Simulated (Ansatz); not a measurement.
Base system: PtS$_{2}$ in the CdI2 type structure (space group P-3m1, No. 164; a = 3.5836 Å, c = 4.6568 Å; layered, stacked along the Cartesian z axis). Axes: x lies along a and z along c of the hexagonal cell.

Modification: uniaxial strain ε_zz = +2.50 %, all other strain components held at zero, atoms relaxed at fixed cell.

Method: PBE-D3(BJ) (Ansatz, a first-principles code; PAW; 420 eV plane waves; scalar-relativistic without spin-orbit coupling).

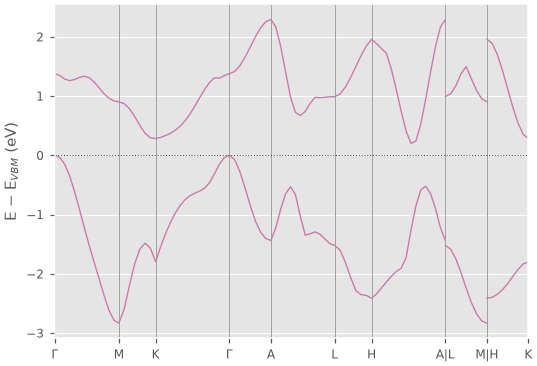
*Highest valence and lowest conduction band along the path of the changed cell's own zone*

Question: Read the changed gap and its character from the plot.

Answer: About 0.2 eV, indirect, Γ → H–A (53 % along).

With Pt present, leaving out spin-orbit coupling can change the band edges. Whether these cells are dynamically stable was not tested. The final runs are not spin-polarised. A zero or small gap of PtS2 can be the functional's error rather than a property of the material.
